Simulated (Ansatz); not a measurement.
**H$_{4}$NOSi$_{2}$ (doublet): density, localisation and related maps**

Input

```
basis:
  gaussian: {orbitals: def2-TZVPD}
crystal:
  periodic: [false, false, false]
  atoms:
    - {symbol: "N", position_ang: [1.743823, -0.062566, 0.728354]}
    - {symbol: O, position_ang: [0.091322, -0.502682, -0.990533]}
    - {symbol: Si, position_ang: [-0.019397, -0.235857, 0.713049]}
    - {symbol: Si, position_ang: [1.784369, -0.276075, -1.021593]}
    - {symbol: H, position_ang: [2.415165, 0.244815, 1.431994]}
    - {symbol: H, position_ang: [-0.551318, -1.484270, 1.415735]}
    - {symbol: H, position_ang: [2.514533, -1.497767, -1.507495]}
    - {symbol: H, position_ang: [2.219276, 0.912851, -1.832153]}
magnetization: {spin_polarized: true, initial_magnetization: 1}
hamiltonian: {xc: pbe0}
output: {forces: true, orbitals: {seedname: orbitals}}
```

Command:

```sh
ansatz run input.yaml --threads 2 --pin off --max-ram 4350MiB --events-out events.jsonl --progress --plain --runs-dir runs
```

Geometry: PBE-D3(BJ)/def2-SVP.

The calculation used isolated molecule in a Gaussian basis; Kohn-Sham density functional theory, functional PBE0 in Ansatz.

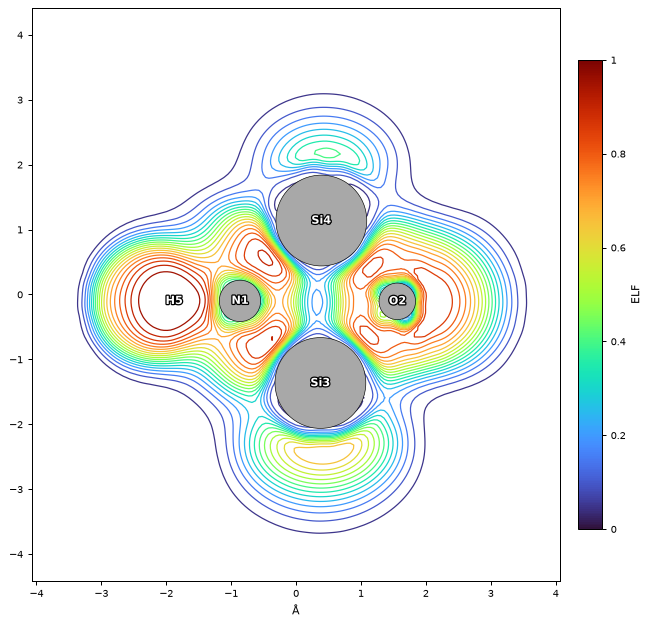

Figure 1. Electron localisation function on the plane of atoms O2, Si3 and Si4. Grey discs cover the atomic cores.

Q: What does the map show?

A:
- The section cuts through N, O, Si and H sites.
- Si–O (1.71 Å): the ELF peaks at about 0.85 between the atoms (a shared but strongly polarised pair).
- Si–N (1.76 Å): the ELF peaks at about 0.90 between the atoms (a polar covalent bond).
- Si–Si (2.50 Å): the ELF is about 0.20 at the midpoint.
- N–H (1.02 Å): the ELF climbs to about 1 towards the hydrogen, as it does in any bond to H (an ordinary covalent bond to hydrogen).
- The ELF also peaks beside O2, away from the bonds: non-bonding electrons, paired or unpaired.

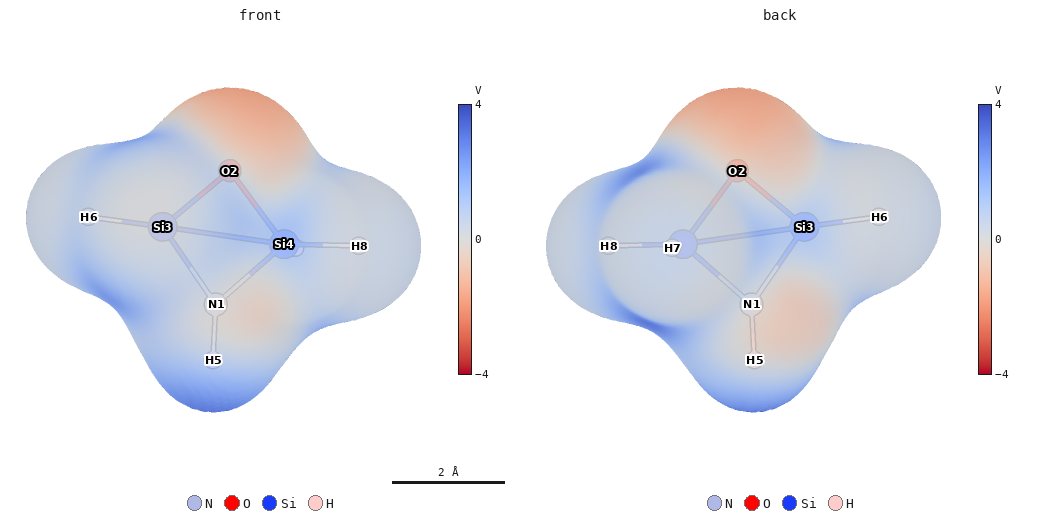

Figure 2. The electrostatic potential painted on the density surface at 0.004 e/bohr³, seen from the front and from behind; the colour scale runs from red (negative) to blue (positive).

Q: Where is the surface potential most negative and most positive?

A: The most negative region (about −1.7 V) lies over O2, the most positive (about +3.0 V) over Si4 and H5. O2 is the likeliest acceptor of a hydrogen bond.

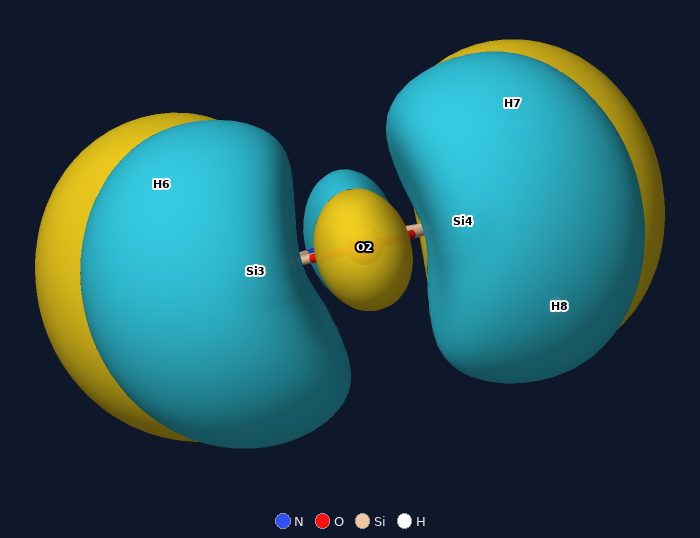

Figure 3. The LUMO (α) at ±0.05 Å⁻³ᐟ² (yellow and cyan are the two phases), seen from one side.

Q: Where does this orbital lie, and at what energy?

A: It lies mainly on Si3 (about 40 %) and Si4 (about 30 %); π-bonding across Si3–Si4. Its energy is −0.89 eV.
